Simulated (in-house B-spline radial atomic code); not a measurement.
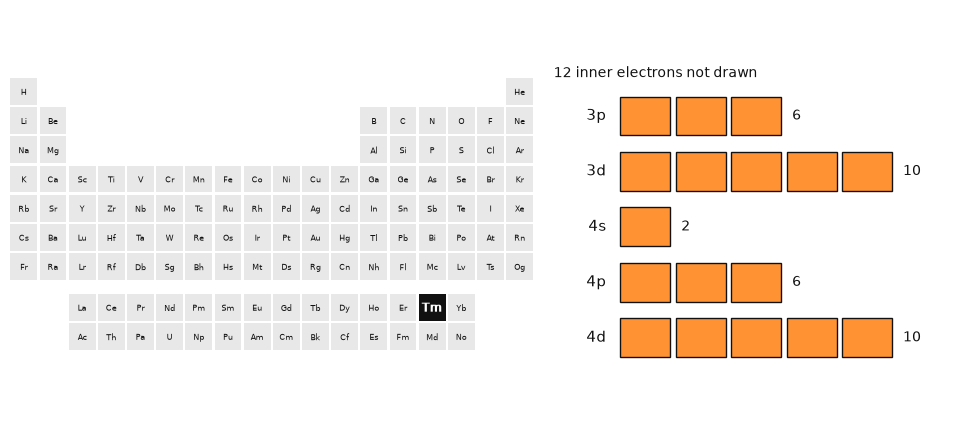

**Figure 1.** Left, the place of thulium in the periodic table; right, the outer shells of the closed core: a box for each of the 2l + 1 orbitals, shaded by the share of the shell that is filled, with the electron count at the right.

# Tm²¹⁺: many-body perturbation calculation

- system: Tm²¹⁺, core [Kr] 4d10.
- method: configuration interaction of two valence electrons with many-body perturbation theory for the core (screened one- and two-electron correlation potentials), Breit and QED, no-pair Dirac, B-spline basis (in-house B-spline radial atomic code)

**Input**
```
basis_form = 3
Z = 69
core_configuration = [Kr] 4d10
rms_radius = 5.2256
mass_number = 169
speed_of_light = 137.035999084
box_radius = 3.913
lmax = 6
intervals = 58
virtual_cutoff = 9522.0
```

The run was one of a batch that the task file lists, launched with:
```bash
python <driver script> task.json out
```

The program writes its results to a structured record and prints no log; tables and figures of this report are taken from that record.

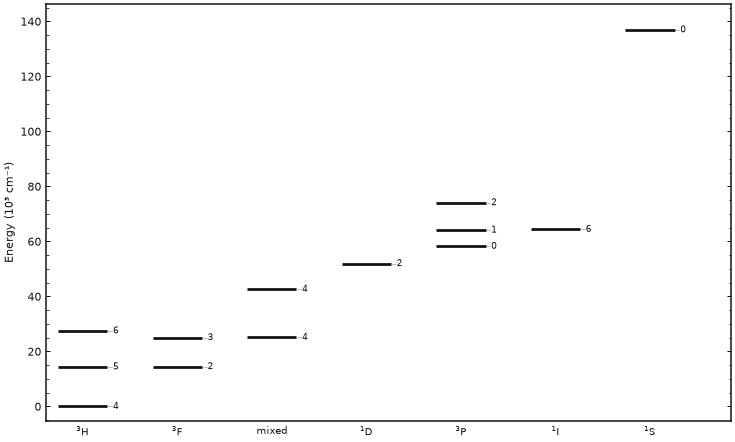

**Figure 2.** Levels of Tm XXII (Tm²¹⁺), two electrons outside the core [Kr] 4d¹⁰. CI+MBPT: configuration interaction in the frozen-core Dirac–Hartree–Fock potential with screened core-valence correlation, Breit and QED terms; computed with a B-spline radial code. The lowest level is 4f² ³H₄. The first excited level, 4f² ³H₅, lies at 14,400 cm⁻¹. The ground term spreads over 27,400 cm⁻¹ in the order J = 4, 5, 6, a normal multiplet. All levels drawn have even parity, so no electric dipole line joins them. The ionisation energy is 569.0 eV, against 562.5 eV from CI without core-valence correlation and a tabulated theoretical value of 570.0 eV.

```
                           Level  E (cm⁻¹)
                         4f² ³H₄         0
                         4f² ³H₅    14,370
                         4f² ³F₂    14,460
                         4f² ³F₃    24,980
4f² J = 4 (even, mixed, level 5)    25,120
                         4f² ³H₆    27,430
4f² J = 4 (even, mixed, level 7)    42,610
                         4f² ¹D₂    51,920
                         4f² ³P₀    58,170
                         4f² ³P₁    64,060
                         4f² ¹I₆    64,340
                         4f² ³P₂    74,050
                         4f² ¹S₀   136,900
```

**Results in brief**

```
 quantity                      value
  outcome                  converged
 hardware  1 CPU thread, shared host
wall time                    1.9 min
```
